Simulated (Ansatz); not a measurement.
**AlBH2 (triplet): correlated methods under varied settings at distance Al2–H4 = 1.288 Å**

Aim: run AlBH2 (triplet) at one geometry under a spread of methods and options, and see what each costs and gives.

The runs use Ansatz 0.2.0, Gaussian basis; the settings change from run to run.

29 further runs of the same task are left out: 2 for a mislabelled method, 21 that didn't finish, 6 set aside as unsound or not needed.

## (1) What is computed

The geometry derives from a PBE0/def2-TZVP stationary point (not a proven minimum). One bond is set to the value named and the two fragments are kept rigid.

4 atoms, charge 0, spin multiplicity 3.

Atoms are counted from 1 here; the program's logs count them from 0.

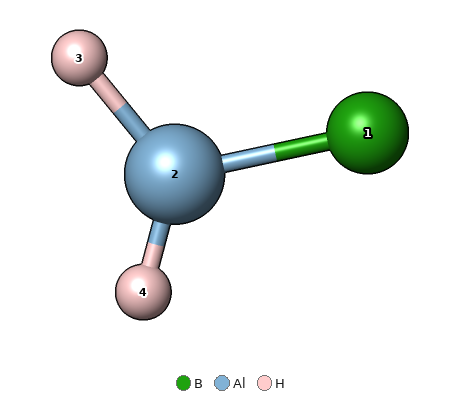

The geometry (boron green, aluminium light blue, hydrogen pink); atoms are numbered from 1 in the order of the file.

## (2) HF/6-31G

in.yaml

```yaml
crystal:
  periodic: [false, false, false]
  atoms:
    - {symbol: B, position_ang: [0.000000, 0.006689, 1.547704]}
    - {symbol: Al, position_ang: [0.000000, 0.006689, -0.531624]}
    - {symbol: H, position_ang: [0.000000, -1.404638, -1.252131]}
    - {symbol: H, position_ang: [0.000000, 1.153845, -1.117267]}
basis:
  gaussian: {orbitals: 6-31G}
magnetization: {spin_polarized: true, initial_magnetization: 2}
hamiltonian: {xc: hf}
accuracy: high
output: {orbitals: {seedname: orbitals}}
```

Launch:

```bash
$ ansatz run in.yaml --threads 1 --pin off --events-out ev --progress --plain --max-ram 2393MiB
```

Log:

```text
Functional definition: HF
  name "HF"
  cite "Fock, Z. Phys. 61, 126 (1930) doi:10.1007/BF01340294"
  parent pbe
  exchange = exact_x
  correlation = 0
604 factors; integrals over basis functions are off by at most 3.4e-9 eV
mean field evaluation 1: about -7278.4759 eV, gradient 7.9e0 eV
mean field evaluation 2: about -7278.4842 eV, gradient 7.9e0 eV
mean field evaluation 4: about -7279.8830 eV, gradient 1.9e0 eV
mean field evaluation 8: about -7280.1037 eV, gradient 1.1e-1 eV
mean field evaluation 16: about -7279.5203 eV, gradient 2.0e0 eV
mean field evaluation 32: about -7279.5966 eV, gradient 1.5e-2 eV
mean field -7280.10422624 eV, -267.5388956825 hartree, gradient 5.7e-8 eV, S^2 2.001505; 3 other end points of the search recorded, 0 dependent functions left out
reference -7280.10422624 eV, -267.5388956825 hartree; 11, 9 occupied and 15, 17 virtual orbitals, 604 factors
Total energy: -7280.10422624 eV, -267.5388956825 hartree
```

Wall time 0.39 s (1 thread of Arm Neoverse V1, shared host).

From the report: ⟨S²⟩ of the determinant 2.002 (pure triplet: 2.00).

## (3) HF/cc-pVDZ

in.yaml: that of step 2 with these lines changed.

```diff
@@ -8,6 +8,5 @@
 basis:
-  gaussian: {orbitals: 6-31G}
-magnetization: {spin_polarized: true, initial_magnetization: 2}
+  gaussian: {orbitals: cc-pVDZ}
+magnetization: {spin_polarized: false, initial_magnetization: 2}
 hamiltonian: {xc: hf}
-accuracy: high
-output: {orbitals: {seedname: orbitals}}
+output: {forces: true, orbitals: {seedname: orbitals}}
```

The command is unchanged.

Log (excerpt; [...] marks lines left out):

```text
Functional definition: HF
  name "HF"
  cite "Fock, Z. Phys. 61, 126 (1930) doi:10.1007/BF01340294"
  parent pbe
[...]
399 factors; integrals over basis functions are off by at most 8.9e-4 eV
[...]
mean field -7281.45824395 eV, -267.5886549155 hartree, gradient 2.6e-5 eV, S^2 2.000000; 3 other end points of the search recorded, 0 dependent functions left out
[...]
reference -7281.45824395 eV, -267.5886549155 hartree; 11, 9 occupied and 31, 33 virtual orbitals, 399 factors
Total energy: -7281.45824395 eV, -267.5886549155 hartree
Atom 0 at     0.000000     0.006689     1.547704 Å, force    -0.000000    -0.051362     0.284678 eV/Å
Atom 1 at     0.000000     0.006689    -0.531624 Å, force    -0.000000    -6.603599     3.325375 eV/Å
Atom 2 at     0.000000    -1.404638    -1.252131 Å, force    -0.000000    -0.042841    -0.055830 eV/Å
Atom 3 at     0.000000     1.153845    -1.117267 Å, force     0.000000     6.697802    -3.554223 eV/Å
Dipole moment:     0.000000     0.087075    -0.096625 e Å
```

It took 0.51 s on 1 thread of Arm Neoverse V1, shared host.

## (4) CCSD(T) on UHF/6-31G

in.yaml

```yaml
crystal:
  periodic: [false, false, false]
  atoms:
    - {symbol: B, position_ang: [0.000000, 0.006689, 1.547704]}
    - {symbol: Al, position_ang: [0.000000, 0.006689, -0.531624]}
    - {symbol: H, position_ang: [0.000000, -1.404638, -1.252131]}
    - {symbol: H, position_ang: [0.000000, 1.153845, -1.117267]}
basis:
  gaussian: {orbitals: 6-31G, point_charges: [{charge: 0.50, position_ang: [3.966, 0.644, -0.956]}]}
magnetization: {spin_polarized: true, initial_magnetization: 2}
correlation: {method: ccsd_t, electrons: all}
scf: {omitted_lower_state_checks: [cluster_reference]}
```

The command is unchanged.

Log (excerpt; [...] marks lines left out):

```text
Functional definition: HF
  name "HF"
  cite "Fock, Z. Phys. 61, 126 (1930) doi:10.1007/BF01340294"
  parent pbe
[...]
328 factors; integrals over basis functions are off by at most 1.5e-4 eV
[...]
mean field -7280.01567864 eV, -267.5356416183 hartree, gradient 7.2e-6 eV, S^2 2.001636; 4 other end points of the search recorded, 0 dependent functions left out
reference -7280.01567864 eV, -267.5356416183 hartree; 11, 9 occupied and 15, 17 virtual orbitals, 328 factors
second order -1.65307921 eV of doubles, -0.00000000 eV of singles
cycle   1  -2.06657801 eV  change   -4.1e-1 eV  update   6.6e-2
[...]
cycle  13  -2.36168821 eV  change    2.0e-5 eV  update   1.7e-5
perturbative correction -0.05477917 eV, -0.0020130974 hartree
Total energy: -7282.43214602 eV, -267.6244451566 hartree
Checks for a lower state left out: cluster_reference
```

It took 0.66 s on 1 thread of Arm Neoverse V1, shared host.

From the report: ⟨S²⟩ of the determinant 2.002 (pure triplet: 2.00); correlation -2.4165 eV; T1 0.020; largest double amplitude 0.05.

## (5) BCCD(T) on ROHF/cc-pVDZ

in.yaml

```yaml
crystal:
  periodic: [false, false, false]
  atoms:
    - {symbol: B, position_ang: [0.000000, 0.006689, 1.547704]}
    - {symbol: Al, position_ang: [0.000000, 0.006689, -0.531624]}
    - {symbol: H, position_ang: [0.000000, -1.404638, -1.252131]}
    - {symbol: H, position_ang: [0.000000, 1.153845, -1.117267]}
basis:
  gaussian: {orbitals: cc-pVDZ}
magnetization: {spin_polarized: false, initial_magnetization: 2}
hamiltonian: {pseudopotentials: {relativity: none}}
correlation: {method: bccd_t, electrons: all, diis_vectors: 2}
scf: {lower_state_search: full}
```

The command is unchanged.

Log (excerpt; [...] marks lines left out):

```text
Functional definition: HF
  name "HF"
  cite "Fock, Z. Phys. 61, 126 (1930) doi:10.1007/BF01340294"
  parent pbe
[...]
399 factors; integrals over basis functions are off by at most 8.9e-4 eV
[...]
mean field -7281.45824395 eV, -267.5886549155 hartree, gradient 2.5e-6 eV, S^2 2.000000; 12 other end points of the search recorded, 0 dependent functions left out
[...]
determinant -7281.45824395 eV, -267.5886549155 hartree, with singles and doubles -7285.42122838 eV, -267.7342919069 hartree
determinant -7280.96869377 eV, -267.5706642781 hartree, with singles and doubles -7284.82572782 eV, -267.7124076651 hartree
determinant -7279.60194343 eV, -267.5204371295 hartree, with singles and doubles -7283.87584054 eV, -267.6774999515 hartree
reference -7281.45824395 eV, -267.5886549155 hartree; 11, 9 occupied and 31, 33 virtual orbitals, 399 factors
second order -2.96873308 eV of doubles, -0.03815587 eV of singles
cycle   1  -3.96689146 eV  change   -3.9e-3 eV  update   6.3e-3
[...]
cycle   9  -3.96366951 eV  change   -1.1e-5 eV  update   1.8e-5
perturbative correction -0.09586351 eV, -0.0035229190 hartree
Total energy: -7285.51777697 eV, -267.7378400022 hartree
```

Wall time 5.5 s (1 thread of Arm Neoverse V1, shared host).

From the report: correlation -4.0595 eV; largest double amplitude 0.04.

## (6) CCSDT on ROHF/def2-mTZVP

in.yaml: that of step 5 with these lines changed.

```diff
@@ -8,6 +8,4 @@
 basis:
-  gaussian: {orbitals: cc-pVDZ}
+  gaussian: {orbitals: def2-mTZVP, fitting: {mean_field: def2-universal-jkfit}}
 magnetization: {spin_polarized: false, initial_magnetization: 2}
-hamiltonian: {pseudopotentials: {relativity: none}}
-correlation: {method: bccd_t, electrons: all, diis_vectors: 2}
-scf: {lower_state_search: full}
+correlation: {method: ccsdt, electrons: outside_noble_gas, diis_vectors: 1}
```

The command is unchanged.

Log (excerpt; [...] marks lines left out):

```text
Functional definition: HF
  name "HF"
  cite "Fock, Z. Phys. 61, 126 (1930) doi:10.1007/BF01340294"
  parent pbe
[...]
239 factors; integrals over basis functions are off by at most 7.5e-1 eV
[...]
mean field -7281.51489785 eV, -267.5907369081 hartree, gradient 2.3e-6 eV, S^2 2.000000; 7 other end points of the search recorded, 0 dependent functions left out
[...]
determinant -7281.51489785 eV, -267.5907369081 hartree, with singles and doubles -7284.50957571 eV, -267.7007892892 hartree
determinant -7281.05464689 eV, -267.5738229971 hartree, with singles and doubles -7283.94673663 eV, -267.6801053348 hartree
determinant -7279.62910646 eV, -267.5214353527 hartree, with singles and doubles -7282.97425540 eV, -267.6443673087 hartree
6 core orbitals not correlated: weight in the atoms' cores, before any rotation towards them, 1.000 or more for the frozen orbitals, at most 0.000 for the correlated occupied ones
reference -7281.51489785 eV, -267.5907369081 hartree; 5, 3 occupied and 36, 38 virtual orbitals, 239 factors
second order -2.22714901 eV of doubles, -0.02666138 eV of singles
cycle   1  -2.73410071 eV  change   -4.8e-1 eV  update   6.9e-2
[...]
cycle  41  -3.14069514 eV  change   -3.2e-8 eV  update   9.8e-7
Total energy: -7284.65559299 eV, -267.7061553255 hartree
```

Run time: 13 s. Hardware: 1 thread of Arm Neoverse V1, shared host.

From the report: correlation -3.1407 eV; T1 0.036; largest double amplitude 0.04.

## (7) The runs in one table

Where basis and cores are those of an earlier FCI/6-31G run (-7282.3927 eV), and the state is the same kind, the miss against it is given.

| level | correlated | functions | energy (eV) | from FCI (meV) | time |
| --- | --- | --- | --- | --- | --- |
| HF/6-31G |  | 26 | -7280.1042 | 2288.5 | 0.39 s |
| HF/cc-pVDZ |  | 42 | -7281.4582 |  | 0.51 s |
| CCSD(T) on UHF/6-31G (beside a point charge) | all | 26 | -7282.4321 |  | 0.66 s |
| BCCD(T) on ROHF/cc-pVDZ | all | 42 | -7285.5178 |  | 5.5 s |
| CCSDT on ROHF/def2-mTZVP | outside noble gas | 47 | -7284.6556 |  | 13 s |

## (8) What came out

| quantity | value |
| --- | --- |
| runs | 5 |
| quickest | HF/6-31G, 0.39 s |
| slowest | CCSDT on ROHF/def2-mTZVP, 13 s |

Total energies in different bases, with other cores or another treatment of relativity can't be set against each other. CCSDT on ROHF/def2-mTZVP took 33 times as long as HF/6-31G; the jobs differ in more than the method. Hartree-Fock, CASSCF and CASCI lack dynamic correlation by design.
